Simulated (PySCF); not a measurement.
# SiH3F: electronic excitations at several levels of theory, part 2 of 2

PySCF 2.14.0. Atoms count from 0. The steps go on from the part before.

## 10. Ultraviolet spectrum: PBE0/def2-TZVPD

Job settings and geometry (Å):

```
{"job": {"kind": "uv", "xc": "PBE0", "basis": "def2-TZVPD"}, "charge": 0, "multiplicity": 1}
F      1.543627     0.093501    -0.358244
Si    -0.047814     0.087319    -0.032446
H     -0.571197     1.471635    -0.197042
H     -0.243664    -0.376652     1.369066
H     -0.723058    -0.839260    -0.982788
```

With the program's defaults for keys left out, this is: TDDFT PBE0/def2-TZVPD, vertical, gas phase, core orbitals frozen in the response.

The log of the run:

```text
coarse grid: 4576 points
cycle   1  E = -390.9726354624  dE = -1.119e-01  |g| = 5.270e-01  |ddm| = 1.521e+00
cycle   2  E = -390.8950491863  dE =  7.759e-02  |g| = 8.997e-01  |ddm| = 6.471e-01
cycle   3  E = -391.0162425730  dE = -1.212e-01  |g| = 2.717e-02  |ddm| = 4.072e-01
cycle   4  E = -391.0163414948  dE = -9.892e-05  |g| = 9.515e-03  |ddm| = 2.640e-02
cycle   5  E = -391.0163546423  dE = -1.315e-05  |g| = 6.404e-04  |ddm| = 8.486e-03
cycle   6  E = -391.0163547607  dE = -1.184e-07  |g| = 1.592e-04  |ddm| = 1.051e-03
final grid: 39648 points
cycle   7  E = -391.0188546014  dE = -1.026e-05  |g| = 2.247e-03  |ddm| = 8.862e-03
cycle   8  E = -391.0188538657  dE =  7.357e-07  |g| = 3.174e-03  |ddm| = 2.313e-03
cycle   9  E = -391.0188552668  dE = -1.401e-06  |g| = 2.431e-04  |ddm| = 1.394e-03
cycle  10  E = -391.0188552747  dE = -7.964e-09  |g| = 3.097e-05  |ddm| = 1.681e-04
cycle  11  E = -391.0188552749  dE = -1.511e-10  |g| = 4.583e-06  |ddm| = 2.696e-05
converged SCF energy = -391.0188552749

Static polarisability (au): isotropic 28.971, principal 27.407 29.751 29.755

Singlet excitations
state   eV       nm        f      main configurations
  1   7.8195    158.6   0.00390   H->L 0.99
  2   7.8226    158.5   0.00390   H-1->L 0.99
  3   9.1149    136.0   0.13317   H->L+1 0.98
  4   9.1181    136.0   0.13332   H-1->L+1 0.98
  5   9.2204    134.5   0.00000   H-1->L+2 0.49, H->L+3 0.49
  6   9.6786    128.1   0.00580   H->L+2 0.50, H-1->L+3 0.48
  7   9.8871    125.4   0.19906   H-1->L+3 0.38, H->L+2 0.35
  8   9.8885    125.4   0.19970   H-1->L+2 0.36, H->L+3 0.36
  9  10.6838    116.0   0.12160   H-2->L 0.90
 10  10.6844    116.0   0.12213   H-3->L 0.90

Triplet excitations (Tamm-Dancoff, eV): 7.2535 7.2565 8.4181 8.4188
```

Wall time 6.4 s (1 thread of Arm Neoverse N1, shared host); peak memory 0.39 GiB.

In short: HOMO -9.81 eV, LUMO -0.38 eV; lowest singlet 7.82 eV.

## 11. Ultraviolet spectrum: PBE0/6-31+G*

Job settings and geometry (Å):

```
{"job": {"kind": "uv", "xc": "PBE0", "basis": "6-31+G*"}, "charge": 0, "multiplicity": 1}
F      1.543627     0.093501    -0.358244
Si    -0.047814     0.087319    -0.032446
H     -0.571197     1.471635    -0.197042
H     -0.243664    -0.376652     1.369066
H     -0.723058    -0.839260    -0.982788
```

Method: TDDFT PBE0/6-31+G*, vertical, gas phase, core orbitals frozen in the response.

The log of the run:

```text
coarse grid: 4576 points
cycle   1  E = -390.9159548533  dE = -1.070e-01  |g| = 4.583e-01  |ddm| = 1.703e+00
cycle   2  E = -390.8580029273  dE =  5.795e-02  |g| = 7.620e-01  |ddm| = 7.242e-01
cycle   3  E = -390.9529617445  dE = -9.496e-02  |g| = 1.922e-02  |ddm| = 4.376e-01
cycle   4  E = -390.9530546836  dE = -9.294e-05  |g| = 6.373e-03  |ddm| = 3.086e-02
cycle   5  E = -390.9530664278  dE = -1.174e-05  |g| = 2.768e-04  |ddm| = 8.441e-03
cycle   6  E = -390.9530664550  dE = -2.716e-08  |g| = 6.720e-05  |ddm| = 5.289e-04
final grid: 39648 points
cycle   7  E = -390.9426666113  dE = -3.271e-06  |g| = 6.537e-04  |ddm| = 4.690e-03
cycle   8  E = -390.9426665846  dE =  2.670e-08  |g| = 8.696e-04  |ddm| = 9.736e-04
cycle   9  E = -390.9426667054  dE = -1.208e-07  |g| = 8.326e-05  |ddm| = 4.869e-04
cycle  10  E = -390.9426667070  dE = -1.609e-09  |g| = 2.169e-05  |ddm| = 1.157e-04
cycle  11  E = -390.9426667071  dE = -1.342e-10  |g| = 1.651e-06  |ddm| = 2.664e-05
converged SCF energy = -390.9426667071

Static polarisability (au): isotropic 23.490, principal 20.813 24.824 24.833

Singlet excitations
state   eV       nm        f      main configurations
  1   7.9121    156.7   0.00178   H->L 0.98
  2   7.9151    156.6   0.00178   H-1->L 0.98
  3   9.0253    137.4   0.13756   H->L+1 0.98
  4   9.0284    137.3   0.13762   H-1->L+1 0.98
  5  10.0188    123.8   0.00000   H->L+3 0.43, H-1->L+2 0.41
  6  10.0968    122.8   0.00069   H->L+2 0.32, H-1->L+3 0.31, H-1->L+2 0.17
  7  10.0973    122.8   0.00069   H-1->L+2 0.32, H->L+3 0.31, H->L+2 0.17
  8  10.2126    121.4   0.01573   H-1->L+3 0.50, H->L+2 0.48
  9  10.4081    119.1   0.00000   H-1->L+4 0.42, H->L+5 0.41, H-1->L+2 0.08
 10  10.5920    117.1   0.00252   H-2->L 0.86

Triplet excitations (Tamm-Dancoff, eV): 7.4682 7.4712 8.5079 8.5104
```

Run time: 2.8 s. Hardware: 1 thread of Arm Neoverse N1, shared host; peak memory 0.39 GiB.

Key values: HOMO -9.87 eV, LUMO -0.38 eV; lowest singlet 7.91 eV.

## 12. Run by run: electronic excitations

Excitations and ground-state properties, with basis size and wall time:

| run | lowest singlet (eV) | brightest (eV) | f | gap (eV) | α (Å³) | μ (D) | functions | time |
| --- | --- | --- | --- | --- | --- | --- | --- | --- |
| CAM-B3LYP/def2-SVPD | 8.09 | 10.28 | 0.232 | 12.04 | 4.24 | 1.52 | 71 | 11 s |
| wB97X-D/def2-SVPD | 8.17 | 10.36 | 0.238 | 13.41 | 4.23 | 1.50 | 71 | 9.2 s |
| LC-wPBE/def2-SVPD | 8.31 | 11.53 | 0.300 | 14.60 | 4.18 | 1.50 | 71 | 13 s |
| PBE0/6-31G* | 8.23 | 11.76 | 0.439 | 9.93 | 3.05 | 1.39 | 38 | 2.2 s |
| PBE0/def2-SVP | 8.34 | 11.35 | 0.740 | 10.08 | 3.42 | 1.41 | 47 | 2.5 s |
| PBE0/def2-TZVP | 7.94 | 10.86 | 0.394 | 9.61 | 3.89 | 1.37 | 86 | 4.6 s |
| PBE0/aug-cc-pVDZ | 7.81 | 9.91 | 0.125 | 9.33 | 4.30 | 1.45 | 77 | 4.3 s |
| PBE0/aug-cc-pVTZ | 7.78 | 8.77 | 0.114 | 9.32 | 4.32 | 1.41 | 165 | 10 s |
| PBE0/def2-TZVPD | 7.82 | 9.89 | 0.200 | 9.44 | 4.29 | 1.39 | 110 | 6.4 s |
| PBE0/6-31+G* | 7.91 | 9.03 | 0.138 | 9.48 | 3.48 | 1.60 | 46 | 2.8 s |

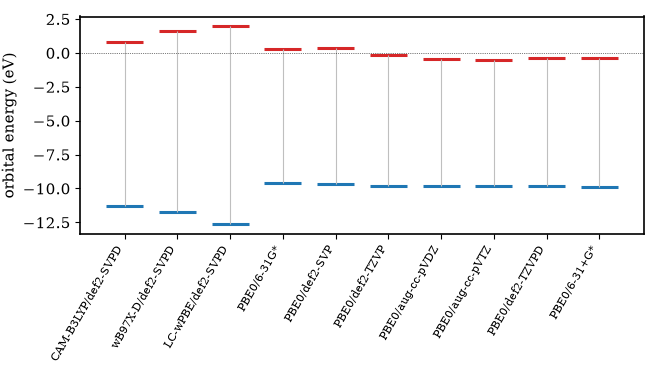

HOMO (blue) and LUMO (red) run by run.

## 13. Outcome

The summary covers parts 1 to 2.

| quantity | value |
| --- | --- |
| lowest singlet (CAM-B3LYP/def2-SVPD) | 8.09 eV (153 nm), f = 0.005 |
| brightest single state of those computed | state 8, 10.28 eV, f = 0.232 |
| lowest triplet | 7.54 eV |
| vertical ionisation energy (ΔSCF) | 12.67 eV |
| range of the lowest singlet | 7.78 to 8.34 eV |

Single values in the summary come from the first run of each kind that ended normally (CAM-B3LYP/def2-SVPD), which need not be the best level. The first singlet state (HOMO→LUMO 0.95) lies at 8.09 eV and is weak; of the 10 states computed, the strongest absorption comes from states 7 to 8 together at 10.28 eV (the last state computed is bright too, and its partners may lie past the list). The lowest triplet lies 0.55 eV below the lowest singlet (triplets in Tamm-Dancoff, singlets in full TDDFT). The orbital energy would give 11.27 eV for ionisation, ΔSCF gives 12.67 eV. The lowest singlet runs from 7.78 eV (PBE0/aug-cc-pVTZ) to 8.34 eV (PBE0/def2-SVP), while the orbital gap spans 9.32 to 14.60 eV. The lowest state need not be the same one in every run. The runs solved for a few states only, so the brightest column depends on that window.
